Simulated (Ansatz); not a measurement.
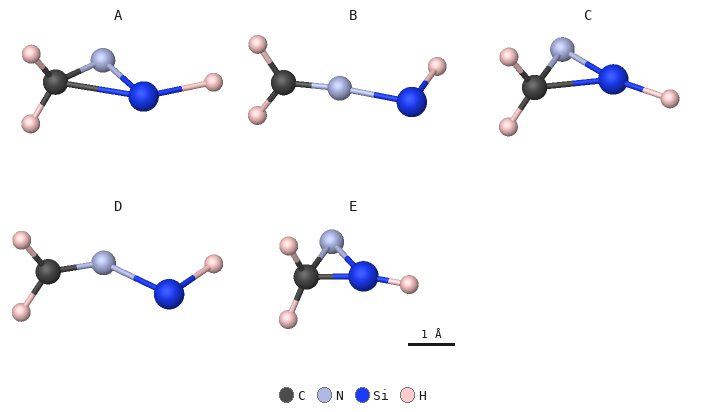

5 geometries from one relaxation of CH₃NSi, in shuffled order. The picture is a ball-and-stick view, seen from a free direction.

It is one of the separated reactants of a reaction.

Theory: RKS PBE-D4/def2-SVP (Ansatz). Set-up: force threshold 0.03 eV/Å; at most 250 steps.

### Order the frames from highest to lowest energy.

E, C, A, D, B. They are steps 0, 4, 9, 14, 22, at +349.6 kcal/mol, +57.4 kcal/mol, +50.0 kcal/mol, +26.1 kcal/mol relative to the last. The N atom moves most after the best rigid fit: 1.51 Å. Largest moves by element: N 1.51 Å, Si 1.26 Å, H 1.26 Å, C 0.52 Å. Some distances before and after: H–Si 1.951 → 3.654 Å, C–Si 1.270 → 2.946 Å, H–Si 1.065 → 1.547 Å, C–N 1.525 → 1.266 Å. Bonds break, among them: C–Si (1.27 → 2.95 Å). Bond angles that change, for instance: C–N–Si 48.8° → 171.0°, N–Si–H 134.6° → 92.6°, H–C–H 129.6° → 116.5°. After 21 accepted moves (22 points after the start) the energy has fallen by 349.6 kcal/mol. Largest force component: 31 eV/Å at the start, 0.0039 eV/Å at the end. The line search rejected the trial step at point 17 of the run. The run took 9.5 s on 2 threads of Intel Xeon 6975P-C, on a shared host.
